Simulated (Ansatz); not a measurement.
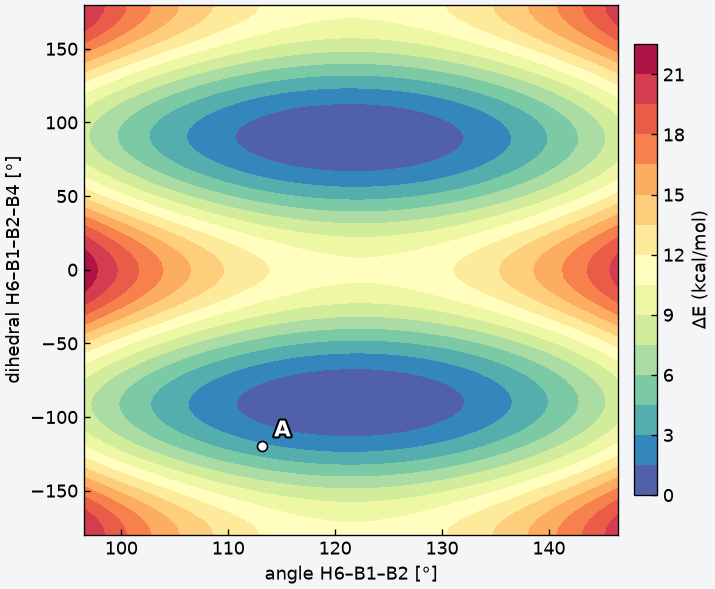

B3Cl2H3, SMILES BB(Cl)BCl. Coordinates scanned: (1) angle H6–B1–B2; (2) dihedral H6–B1–B2–B4. Nothing is relaxed (all other coordinates rigid). Grid: 13 × 12 points. Points are written as (first, second). Energies: kcal/mol, counted from the relaxed molecule at the same level. These are results of RKS PBE0-D4/def2-TZVP (Ansatz), not measurements.

The picture shows filled contours, the point A. Between grid points the surface is interpolated.

Question: Is A at rest? If not, where is it pushed?

Answer: A, at (113.2°, −120°), is not a stationary point. The computed force is 0.22 kcal/mol for each degree towards larger values of angle H6–B1–B2 and 0.15 kcal/mol for each degree towards larger values of dihedral H6–B1–B2–B4.
